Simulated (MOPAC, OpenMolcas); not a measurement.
## C2H5Si (SMILES C=C[SiH2]): the dipole moment, rung by rung

The species is C2H5Si (8 atoms), meant as a doublet with charge 0. As SMILES, `C=C[SiH2]`. Geometry: relaxed at PBE0-D4/def2-TZVP.

```xyz
8

C    -0.4086    0.9302   -0.8779
C    -0.3577    0.3489    0.3266
Si    0.8864   -0.9135    0.8076
H     0.2662    0.6449   -1.6799
H    -1.1290    1.7084   -1.1117
H    -1.0567    0.6892    1.0892
H     1.5315   -1.5441   -0.3751
H     0.3600   -1.9212    1.7654
```

Quantity: the dipole moment, in D. The values are calculated.

```csv
level,kind,program,value (D),CPU time
PM7,semi-empirical,MOPAC,0.64,under 2 s
UHF/aug-cc-pVDZ,Hartree–Fock,OpenMolcas,0.81,21 s
USVWN5/aug-cc-pVDZ,LDA,OpenMolcas,0.63,56 s
UPBE/aug-cc-pVDZ,GGA,OpenMolcas,0.68,83 s
UTPSS/aug-cc-pVDZ,meta-GGA,OpenMolcas,0.73,1.9 min
UM06-2X/aug-cc-pVDZ,hybrid meta-GGA,OpenMolcas,0.61,98 s
```

The values span 0.61 to 0.81 D. Spin contamination of the reference (⟨S²⟩ at least 0.1 too high) touches UHF/aug-cc-pVDZ. Magnitudes only: a small dipole may point the other way at some levels. Times are those of the runs behind each value, whatever else they computed, on shared processors of several kinds: orders of magnitude only.

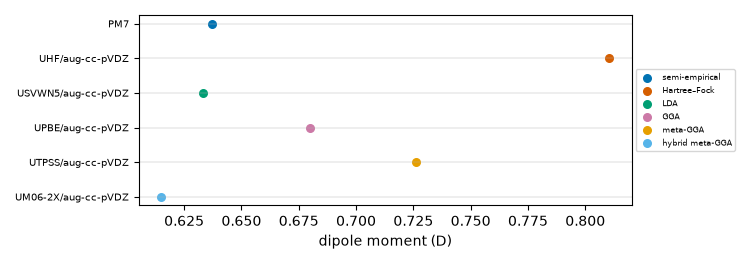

The values of the table, level by level.
